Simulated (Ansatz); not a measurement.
## A computed series for TiC: pressure series

The reference is TiC in the rock salt structure (space group Fm-3m, No. 225).

```yaml
crystal:
  lattice:
    - [0.00000, 2.14666, 2.14666]
    - [2.14666, 0.00000, 2.14666]
    - [2.14666, 2.14666, 0.00000]
  atoms:
    - { symbol: Ti, position: [0.00000, 0.00000, 0.00000] }
    - { symbol: C, position: [0.50000, 0.50000, 0.50000] }
```

Cell and atoms are relaxed at each pressure.

All numbers come from DFT with PBEsol, PAW potentials and a 420 eV plane-wave cutoff in Ansatz (a first-principles code), no spin-orbit coupling.

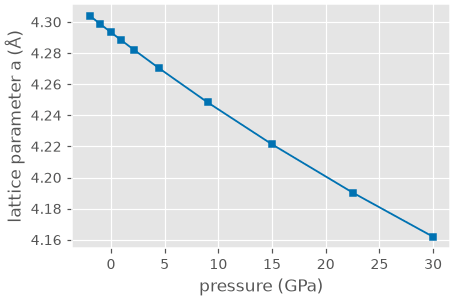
Lattice parameter a against pressure

**Question.** From the plot, what is the lattice parameter a for pressure −1 GPa?

**Answer.** About 4.30 Å.

**Question.** Is the trend monotonic over the range shown?

**Answer.** Yes, it falls throughout, spanning 7.865 bohr to 8.134 bohr.

Load acts through the strain it causes; cell and atoms are relaxed under it. Stability against distortions was not tested. No other phases were tried under pressure. All final runs are without spin polarisation.
